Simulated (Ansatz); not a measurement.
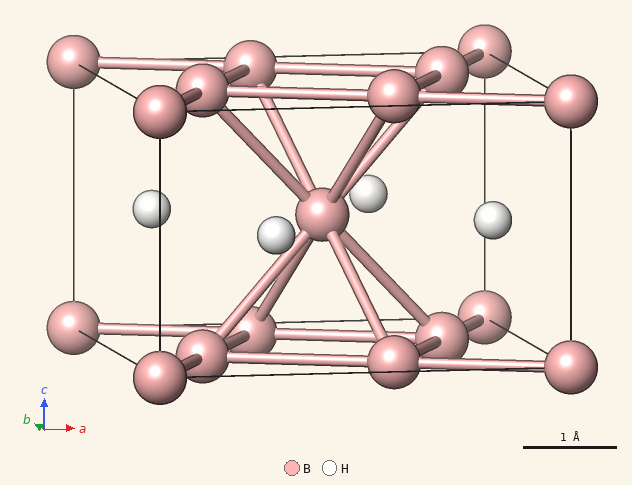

Crystal structure, ball-and-stick style, seen slightly off an axis. The lines enclose the simulation cell; boundary atoms appear with their images.

```
CELL_PARAMETERS angstrom
4.55610 0.00000 0.00000
0.00000 4.55610 0.00000
0.00000 0.00000 2.90737
ATOMIC_POSITIONS crystal
B 0.00000 0.00000 0.00000
B 0.50000 0.50000 0.50000
B 0.18600 0.39100 0.00000
B 0.60900 0.18600 0.00000
B 0.81400 0.60900 0.00000
B 0.39100 0.81400 0.00000
H 0.30900 0.12500 0.50000
H 0.87500 0.30900 0.50000
H 0.69100 0.87500 0.50000
H 0.12500 0.69100 0.50000
```

All computed values are from Ansatz, DFT, PAW plane waves, PBE. Settings: E_cut = 420 eV, 6×6×9 k-mesh, Fermi-Dirac smearing of 0.1 eV, no spin polarisation. The pressure of the cell is -25 GPa.

Question: State the Bader charges by element.

Answer: B -0.15 to -0.03 e; H +0.10 e. Little charge moves, as in a metallic or covalent solid.

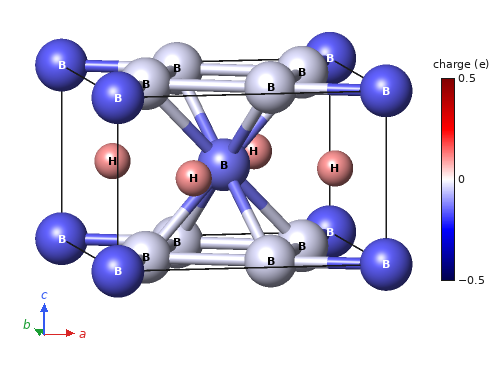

The atoms coloured by those charges.

Provenance: a generated cell, made by putting these elements into a known structure type (the compound may or may not exist in this form); not relaxed. It was the input of a calculation with Ansatz.

At this level of theory the cell isn't at rest (stretched, at -25 GPa), so its distances can differ from those at equilibrium, the more so the softer the solid.
